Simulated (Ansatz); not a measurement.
One crystal and one scan (frozen-phonon scan) at two levels, PBE (plane waves to 420 eV, PAW, scalar-relativistic; Ansatz, a program for electronic structure) and r2SCAN (plane waves to 500 eV, PAW, scalar-relativistic; Ansatz), each from its own relaxed cell and on its own mesh. The cell shown is that of PBE.

BAs (zinc blende)

```
CELL_PARAMETERS angstrom
      0.00000     4.80934     4.80934
      2.40467     0.00000     2.40467
      2.40467     2.40467     0.00000
ATOMIC_POSITIONS crystal
  As 0.37500 0.75000 0.75000
  As 0.87500 0.75000 0.75000
  B  0.00000 0.00000 0.00000
  B  0.50000 0.00000 0.00000
```

A phonon eigenvector at L = (0.5, 0.0, 0.0) is frozen into this cell: atom i moves by Q times the vector below, so Q is the largest atomic displacement, in Å. The cell is held. It is one choice among 2 degenerate patterns. (q is in reciprocal vectors of the primitive cell; the cell shown is doubled to hold the pattern.)

| atom | x | y | z |
|---|---|---|---|
| As1 | -0.036 | 0.066 | -0.102 |
| As2 | 0.036 | -0.066 | 0.102 |
| B3 | -0.285 | 0.520 | -0.805 |
| B4 | 0.285 | -0.520 | 0.805 |

BAs was relaxed with its symmetry unable to fall. Percentages come from the unrounded values.

| quantity | PBE | r2SCAN | PBE − r2SCAN |
|---|---|---|---|
| Lattice constant a (Å) | 4.809 | 4.784 | +0.025 (+0.5 %) |
| Band gap of the relaxed cell, no spin-orbit coupling (eV) | 1.21 | 1.38 | -0.17 (-12 %) |
| Harmonic wavenumber from the curvature (finite differences) (cm⁻¹ (negative: imaginary)) | 650 | 669 | -19 (-2.7 %) |

PBE gives the higher value for: lattice constant a. PBE gives the lower value for: band gap of the relaxed cell, no spin-orbit coupling; harmonic wavenumber from the curvature. Both give the same shape of the curve: a single well with its minimum at or next to zero displacement.

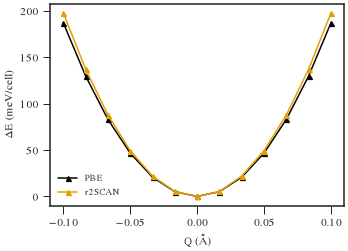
Fig. 1. ΔE, each from the undisplaced structure of its own level.

(For displaced atoms, the force is minus the slope of the energy, and its curvature is a force constant, which sets phonon frequencies.)
